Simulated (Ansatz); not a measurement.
**F+ (triplet): energies up the ladder**

Wanted for F+ (triplet): energies up the ladder. Charge +1. Spin multiplicity 3.

Program: Ansatz 0.2.0. Level of theory: the levels named in each step. These are calculated values, not measurements.

**1. The system as given**

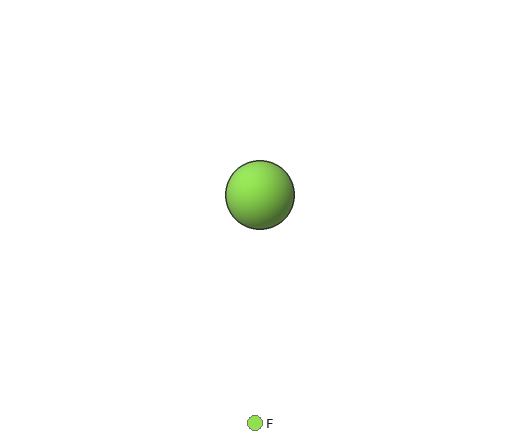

The starting structure, seen from a chosen angle (fluorine green).

As a file:

```xyz
1

F     0.0000    0.0000    0.0000
```

**2. Single point, PBE0/def2-TZVPPD**

Input file input.yaml:

```yaml
crystal:
  periodic: [false, false, false]
  atoms:
    - { symbol: F, position_ang: [0.0, 0.0, 0.0] }
magnetization:
  spin_polarized: true
  initial_magnetization: 2
total_charge: 1
basis:
  gaussian: { orbitals: def2-TZVPPD.json }
hamiltonian:
  xc: pbe0
```

On the command line:

```
$ ansatz run input.yaml --threads 1 --pin off --max-ram 2560MiB --backend cpu --events-out ev --progress --plain --runs-dir out
```

What it wrote:

```text
Warning: RAYON_NUM_THREADS=1 ignored (pool sized by the plan → 1); use --threads N
Engine: ansatz 0.2.0, x86_64-unknown-linux-gnu
Functional definition: PBE0
  parameter a = 0.25
  parameter kappa = 0.804
  parameter beta = 0.06672455060314922
  exchange = (1 - a)*pbe_x(kappa = kappa, mu = beta*pi^2/3) + a*exact_x
  correlation = pbe_c(beta = beta)
197 factors; their error is unknown
mean field evaluation 1: about -2693.8836 eV, gradient 2.2e1 eV
mean field evaluation 2: about -2694.5945 eV, gradient 1.2e1 eV
mean field evaluation 4: about -2694.8986 eV, gradient 2.1e-2 eV
mean field evaluation 8: about -2694.9067 eV, gradient 8.4e-4 eV
mean field -2694.90672404 eV, -99.0359954349 hartree, gradient 6.6e-5 eV, S^2 2.002369; 0 other end points of the search recorded, 0 dependent functions left out
reference -2694.90672908 eV, -99.0359956202 hartree; 5, 3 occupied and 35, 37 virtual orbitals, 197 factors
Total energy: -2694.90672908 eV, -99.0359956202 hartree
```

It took 0.66 s on 1 thread of Intel Xeon at 2.50GHz (Skylake/Cascade Lake), shared host; peak memory 0.076 GiB.

**3. Single point, PBE/def2-TZVPPD**

Changes to input.yaml since step 2:

```diff
@@ -11,2 +11,2 @@
 hamiltonian:
-  xc: pbe0
+  xc: pbe
```

On the command line:

```
$ ansatz run input.yaml --threads 1 --pin off --max-ram 2560MiB --backend cpu --events-out ev --progress --plain --runs-dir out
```

What it wrote:

```text
Warning: RAYON_NUM_THREADS=1 ignored (pool sized by the plan → 1); use --threads N
[... 1 set-up line as earlier in the session ...]
Functional definition: PBE
[... 2 set-up lines as earlier in the session ...]
  exchange = pbe_x(kappa = kappa, mu = beta*pi^2/3)
[... 1 set-up line as earlier in the session ...]
197 factors; their error is unknown
mean field evaluation 1: about -2692.7120 eV, gradient 2.9e1 eV
mean field evaluation 2: about -2693.4573 eV, gradient 2.1e1 eV
mean field evaluation 4: about -2694.5253 eV, gradient 4.0e-2 eV
mean field evaluation 8: about -2694.5220 eV, gradient 9.5e-4 eV
mean field evaluation 16: about -2694.5220 eV, gradient 3.2e-5 eV
mean field -2694.52197133 eV, -99.0218560338 hartree, gradient 2.2e-5 eV, S^2 2.001871; 1 other end points of the search recorded, 0 dependent functions left out
reference -2694.52197742 eV, -99.0218562575 hartree; 5, 3 occupied and 35, 37 virtual orbitals, 197 factors
Total energy: -2694.52197742 eV, -99.0218562575 hartree
```

It took 1.3 s on 1 thread of Intel Xeon at 2.50GHz (Skylake/Cascade Lake), shared host; peak memory 0.076 GiB.

**4. Single point, r2SCAN/def2-TZVPPD**

Changes to input.yaml since step 3:

```diff
@@ -11,2 +11,2 @@
 hamiltonian:
-  xc: pbe
+  xc: r2scan
```

On the command line:

```
$ ansatz run input.yaml --threads 1 --pin off --max-ram 2560MiB --backend cpu --events-out ev --progress --plain --runs-dir out
```

What it wrote:

```text
Warning: RAYON_NUM_THREADS=1 ignored (pool sized by the plan → 1); use --threads N
[... 1 set-up line as earlier in the session ...]
Functional definition: r2SCAN
  parameter k0 = 0.174
  parameter k1 = 0.065
  parameter a1 = 4.9479
  exchange = r2scan_x(k0 = k0, k1 = k1, a1 = a1)
  correlation = r2scan_c
197 factors; their error is unknown
mean field evaluation 1: about -2694.8862 eV, gradient 2.5e1 eV
mean field evaluation 2: about -2695.7219 eV, gradient 1.5e1 eV
mean field evaluation 4: about -2696.2143 eV, gradient 3.0e-2 eV
mean field evaluation 8: about -2696.2134 eV, gradient 1.2e-3 eV
mean field -2696.21344073 eV, -99.0840163877 hartree, gradient 4.4e-5 eV, S^2 2.003287; 0 other end points of the search recorded, 0 dependent functions left out
reference -2696.21344228 eV, -99.0840164445 hartree; 5, 3 occupied and 35, 37 virtual orbitals, 197 factors
Total energy: -2696.21344228 eV, -99.0840164445 hartree
```

Wall time 1.6 s (1 thread of Intel Xeon at 2.50GHz (Skylake/Cascade Lake), shared host); peak memory 0.086 GiB.

**5. Single point, B3LYP/def2-TZVPPD**

Changes to input.yaml since step 4:

```diff
@@ -11,2 +11,2 @@
 hamiltonian:
-  xc: r2scan
+  xc: { name: B3LYP }
```

On the command line:

```
$ ansatz run input.yaml --threads 1 --pin off --max-ram 2560MiB --backend cpu --events-out ev --progress --plain --runs-dir out
```

What it wrote:

```text
Warning: RAYON_NUM_THREADS=1 ignored (pool sized by the plan → 1); use --threads N
[... 1 set-up line as earlier in the session ...]
Functional definition: B3LYP
  parameter a0 = 0.2
  parameter ax = 0.72
  parameter ac = 0.81
  exchange = (1 - a0 - ax)*slater_x + ax*b88_x + a0*exact_x
  correlation = (1 - ac)*vwn_rpa_c + ac*lyp_c
197 factors; their error is unknown
mean field evaluation 1: about -2695.9378 eV, gradient 2.4e1 eV
mean field evaluation 2: about -2696.7066 eV, gradient 1.5e1 eV
mean field evaluation 4: about -2697.1819 eV, gradient 2.2e-2 eV
mean field evaluation 8: about -2697.1876 eV, gradient 9.3e-4 eV
mean field -2697.18759649 eV, -99.1198159515 hartree, gradient 5.7e-5 eV, S^2 2.002210; 0 other end points of the search recorded, 0 dependent functions left out
reference -2697.18766443 eV, -99.1198184485 hartree; 5, 3 occupied and 35, 37 virtual orbitals, 197 factors
Total energy: -2697.18766443 eV, -99.1198184485 hartree
```

Run time: 1.7 s. Hardware: 1 thread of Intel Xeon at 2.50GHz (Skylake/Cascade Lake), shared host; peak memory 0.076 GiB.

**6. Single point, wB97M-V/def2-TZVPPD**

Changes to input.yaml since step 5:

```diff
@@ -11,2 +11,2 @@
 hamiltonian:
-  xc: { name: B3LYP }
+  xc: { name: wB97M-V }
```

On the command line:

```
$ ansatz run input.yaml --threads 1 --pin off --max-ram 2560MiB --backend cpu --events-out ev --progress --plain --runs-dir out
```

What it wrote (excerpt; [...] marks lines left out):

```text
Warning: RAYON_NUM_THREADS=1 ignored (pool sized by the plan → 1); use --threads N
[...]
Functional definition: wB97M-V
[...]
  gx(w, u) = 1 - cx + cx01*u + cx10*w
  gss(w, u) = css00 + css04*u^4 + css10*w + css20*w^2 + css43*w^4*u^3
  gos(w, u) = cos00 + cos10*w + (cos20 + cos21*u)*w^2 + (cos60 + cos61*u)*w^6
[...]
      + integral(e_c_pw_mod_opposite_spin*gos(b97_w_opposite, b97_u_opposite)) + vv10(b, c)
197 factors; their error is unknown
52 factors; integrals over basis functions are off by at most 4.8e-5 eV
[...]
mean field -2696.79785841 eV, -99.1054933412 hartree, gradient 2.1e-5 eV, S^2 2.002508; 0 other end points of the search recorded, 0 dependent functions left out
reference -2696.79786597 eV, -99.1054936193 hartree; 5, 3 occupied and 35, 37 virtual orbitals, 197 factors
Total energy: -2696.79786597 eV, -99.1054936193 hartree
```

Run time: 1.9 s. Hardware: 1 thread of Intel Xeon at 2.50GHz (Skylake/Cascade Lake), shared host; peak memory 0.1 GiB.

**7. Single point, B2PLYP/def2-TZVPPD**

Changes to input.yaml since step 6:

```diff
@@ -11,2 +11,2 @@
 hamiltonian:
-  xc: { name: wB97M-V }
+  xc: { name: B2PLYP }
```

On the command line:

```
$ ansatz run input.yaml --threads 1 --pin off --max-ram 2560MiB --backend cpu --events-out ev --progress --plain --runs-dir out
```

What it wrote:

```text
Warning: RAYON_NUM_THREADS=1 ignored (pool sized by the plan → 1); use --threads N
[... 1 set-up line as earlier in the session ...]
Functional definition: B2PLYP
  parameter a = 0.53
  parameter c = 0.27
  exchange = (1 - a)*b88_x + a*exact_x
  correlation = (1 - c)*lyp_c + c*(mp2_os + mp2_ss)
257 factors; integrals over basis functions are off by at most 1.5e-4 eV
mean field evaluation 1: about -2694.3458 eV, gradient 1.7e1 eV
mean field evaluation 2: about -2694.3508 eV, gradient 1.7e1 eV
mean field evaluation 4: about -2694.8888 eV, gradient 6.2e-1 eV
mean field evaluation 8: about -2694.8897 eV, gradient 7.0e-4 eV
mean field -2694.88968014 eV, -99.0353690832 hartree, gradient 3.8e-6 eV, S^2 2.003178; 0 other end points of the search recorded, 0 dependent functions left out
1 core orbitals not correlated: weight in the atoms' cores, before any rotation towards them, 1.000 or more for the frozen orbitals, at most 0.000 for the correlated occupied ones
reference -2694.88972646 eV, -99.0353707856 hartree; 4, 2 occupied and 35, 37 virtual orbitals, 257 factors
second order -4.37181768 eV of doubles, -0.00000000 eV of singles
Total energy: -2696.07011724 eV, -99.0787493465 hartree
```

Run time: 1.2 s. Hardware: 1 thread of Intel Xeon at 2.50GHz (Skylake/Cascade Lake), shared host; peak memory 0.081 GiB.

**8. Single point, LDA/def2-TZVPPD**

Changes to input.yaml since step 7:

```diff
@@ -11,2 +11,2 @@
 hamiltonian:
-  xc: { name: B2PLYP }
+  xc: lda
```

On the command line:

```
$ ansatz run input.yaml --threads 1 --pin off --max-ram 2560MiB --backend cpu --events-out ev --progress --plain --runs-dir out
```

What it wrote:

```text
Warning: RAYON_NUM_THREADS=1 ignored (pool sized by the plan → 1); use --threads N
[... 1 set-up line as earlier in the session ...]
Functional definition: SPW92
  exchange = slater_x
  correlation = pw_c
197 factors; their error is unknown
mean field evaluation 1: about -2677.0272 eV, gradient 2.9e1 eV
mean field evaluation 2: about -2677.7347 eV, gradient 2.2e1 eV
mean field evaluation 4: about -2678.8546 eV, gradient 2.9e-2 eV
mean field evaluation 8: about -2678.8510 eV, gradient 9.2e-4 eV
mean field evaluation 16: about -2678.8510 eV, gradient 3.1e-5 eV
mean field evaluation 32: about -2678.8510 eV, gradient 1.6e-5 eV
mean field -2678.85096151 eV, -98.4459570450 hartree, gradient 1.6e-5 eV, S^2 2.001836; 2 other end points of the search recorded, 0 dependent functions left out
reference -2678.85096761 eV, -98.4459572692 hartree; 5, 3 occupied and 35, 37 virtual orbitals, 197 factors
Total energy: -2678.85096761 eV, -98.4459572692 hartree
```

Run time: 1.2 s. Hardware: 1 thread of Intel Xeon at 2.50GHz (Skylake/Cascade Lake), shared host; peak memory 0.073 GiB.

**9. Single point, PBE0/def2-SVPD**

Changes to input.yaml since step 8:

```diff
@@ -9,4 +9,4 @@
 basis:
-  gaussian: { orbitals: def2-TZVPPD.json }
+  gaussian: { orbitals: def2-SVPD }
 hamiltonian:
-  xc: lda
+  xc: pbe0
```

On the command line:

```
$ ansatz run input.yaml --threads 1 --pin off --max-ram 2560MiB --backend cpu --events-out ev --progress --plain --runs-dir out
```

What it wrote (excerpt; [...] marks lines left out):

```text
Warning: RAYON_NUM_THREADS=1 ignored (pool sized by the plan → 1); use --threads N
[... 7 set-up lines as earlier in the session ...]
155 factors; their error is unknown
mean field evaluation 1: about -2690.6462 eV, gradient 1.7e1 eV
mean field evaluation 2: about -2691.2747 eV, gradient 8.8e0 eV
mean field evaluation 4: about -2691.5135 eV, gradient 7.4e-3 eV
mean field evaluation 8: about -2691.5397 eV, gradient 6.5e-5 eV
mean field -2691.53973089 eV, -98.9122607191 hartree, gradient 6.5e-5 eV, S^2 2.002218; 0 other end points of the search recorded, 0 dependent functions left out
reference -2691.53973665 eV, -98.9122609306 hartree; 5, 3 occupied and 18, 20 virtual orbitals, 155 factors
Total energy: -2691.53973665 eV, -98.9122609306 hartree
```

It took 0.7 s on 1 thread of Intel Xeon at 2.50GHz (Skylake/Cascade Lake), shared host; peak memory 0.073 GiB.

**10. Single point, PBE/def2-SVPD**

Changes to input.yaml since step 9:

```diff
@@ -11,2 +11,2 @@
 hamiltonian:
-  xc: pbe0
+  xc: pbe
```

On the command line:

```
$ ansatz run input.yaml --threads 1 --pin off --max-ram 2560MiB --backend cpu --events-out ev --progress --plain --runs-dir out
```

What it wrote (excerpt; [...] marks lines left out):

```text
Warning: RAYON_NUM_THREADS=1 ignored (pool sized by the plan → 1); use --threads N
[... 6 set-up lines as earlier in the session ...]
155 factors; their error is unknown
mean field evaluation 1: about -2689.6254 eV, gradient 2.2e1 eV
mean field evaluation 2: about -2690.3419 eV, gradient 1.7e1 eV
mean field evaluation 4: about -2691.2152 eV, gradient 5.5e-3 eV
mean field evaluation 8: about -2691.2081 eV, gradient 9.6e-6 eV
mean field evaluation 16: about -2691.0431 eV, gradient 7.5e0 eV
mean field -2691.20813257 eV, -98.9000747054 hartree, gradient 9.6e-6 eV, S^2 2.001725; 2 other end points of the search recorded, 0 dependent functions left out
reference -2691.20814349 eV, -98.9000751070 hartree; 5, 3 occupied and 18, 20 virtual orbitals, 155 factors
Total energy: -2691.20814349 eV, -98.9000751070 hartree
```

It took 1.8 s on 1 thread of Intel Xeon at 2.50GHz (Skylake/Cascade Lake), shared host; peak memory 0.073 GiB.

**11. Single point, CCSD(T)/def2-TZVPPD**

Changes to input.yaml since step 10:

```diff
@@ -9,4 +9,6 @@
 basis:
-  gaussian: { orbitals: def2-SVPD }
-hamiltonian:
-  xc: pbe
+  gaussian: { orbitals: def2-TZVPPD.json }
+correlation:
+  method: ccsd_t
+scf:
+  omitted_lower_state_checks: [cluster_reference]
```

On the command line:

```
$ ansatz run input.yaml --threads 1 --pin off --max-ram 2560MiB --backend cpu --events-out ev --progress --plain --runs-dir out
```

What it wrote (excerpt; [...] marks lines left out):

```text
Warning: RAYON_NUM_THREADS=1 ignored (pool sized by the plan → 1); use --threads N
[...]
Functional definition: HF
[...]
257 factors; integrals over basis functions are off by at most 1.5e-4 eV
[...]
mean field -2689.48111365 eV, -98.8366079308 hartree, gradient 3.0e-6 eV, S^2 2.005162; 3 other end points of the search recorded, 0 dependent functions left out
1 core orbitals not correlated: weight in the atoms' cores, before any rotation towards them, 1.000 or more for the frozen orbitals, at most 0.000 for the correlated occupied ones
reference -2689.48111365 eV, -98.8366079308 hartree; 4, 2 occupied and 35, 37 virtual orbitals, 257 factors
second order -3.84047140 eV of doubles, -0.00000000 eV of singles
cycle   1  -4.18797661 eV  change   -3.5e-1 eV  update   2.1e-2
[...]
cycle   8  -4.27013197 eV  change    1.4e-6 eV  update   2.6e-6
perturbative correction -0.05326301 eV, -0.0019573794 hartree
Total energy: -2693.80450863 eV, -98.9954897658 hartree
Checks for a lower state left out: cluster_reference
```

Run time: 2.8 s. Hardware: 1 thread of Intel Xeon at 2.50GHz (Skylake/Cascade Lake), shared host; peak memory 0.1 GiB.

**12. Single point, CCSD(T)/def2-QZVPPD**

Changes to input.yaml since step 11:

```diff
@@ -9,3 +9,3 @@
 basis:
-  gaussian: { orbitals: def2-TZVPPD.json }
+  gaussian: { orbitals: def2-QZVPPD.json }
 correlation:
```

On the command line:

```
$ ansatz run input.yaml --threads 1 --pin off --max-ram 2560MiB --backend cpu --events-out ev --progress --plain --runs-dir out
```

What it wrote (excerpt; [...] marks lines left out):

```text
Warning: RAYON_NUM_THREADS=1 ignored (pool sized by the plan → 1); use --threads N
[...]
[... 1 set-up line as earlier in the session ...]
[...]
391 factors; integrals over basis functions are off by at most 2.0e-4 eV
[...]
mean field -2689.59380561 eV, -98.8407492839 hartree, gradient 1.5e-6 eV, S^2 2.005281; 3 other end points of the search recorded, 0 dependent functions left out
1 core orbitals not correlated: weight in the atoms' cores, before any rotation towards them, 1.000 or more for the frozen orbitals, at most 0.000 for the correlated occupied ones
reference -2689.59380561 eV, -98.8407492839 hartree; 4, 2 occupied and 61, 63 virtual orbitals, 391 factors
second order -4.29239457 eV of doubles, -0.00000000 eV of singles
cycle   1  -4.60615509 eV  change   -3.1e-1 eV  update   2.0e-2
[...]
cycle   8  -4.68449510 eV  change    1.7e-6 eV  update   2.2e-6
perturbative correction -0.06815662 eV, -0.0025047097 hartree
Total energy: -2694.34645733 eV, -99.0154060134 hartree
Checks for a lower state left out: cluster_reference
```

It took 5.5 s on 1 thread of Intel Xeon at 2.50GHz (Skylake/Cascade Lake), shared host; peak memory 0.2 GiB.

**13. Extrapolation to the basis-set limit**

CCSD(T)/CBS estimate, frozen core: CCSD(T) correlation extrapolated, from def2-TZVPPD and def2-QZVPPD: mean field -2689.6093 eV, total -2694.6799 eV. The exponents are 7.88 (mean field) and 2.97 (correlation).

**14. Total energies**

| level | energy (eV) | CPU time |
| --- | --- | --- |
| PBE0/def2-TZVPPD | -2694.9067 | 0.52 s |
| PBE/def2-TZVPPD | -2694.5220 | 0.81 s |
| r2SCAN/def2-TZVPPD | -2696.2134 | 1.2 s |
| B3LYP/def2-TZVPPD | -2697.1877 | 0.69 s |
| wB97M-V/def2-TZVPPD | -2696.7979 | 1.2 s |
| B2PLYP/def2-TZVPPD | -2696.0701 | 0.73 s |
| LDA/def2-TZVPPD | -2678.8510 | 0.6 s |
| PBE0/def2-SVPD | -2691.5397 | 0.43 s |
| PBE/def2-SVPD | -2691.2081 | 0.78 s |
| CCSD(T)/def2-TZVPPD | -2693.8045 | 1.5 s |
| CCSD(T)/def2-QZVPPD | -2694.3465 | 3.8 s |
| CCSD(T)/CBS | -2694.6799 | - |

**15. What came out**

```
             quantity         value
energy at CCSD(T)/CBS  -2694.680 eV
```

What this shows: These totals serve in differences with atoms or fragments at the same level; alone they don't rank the methods.
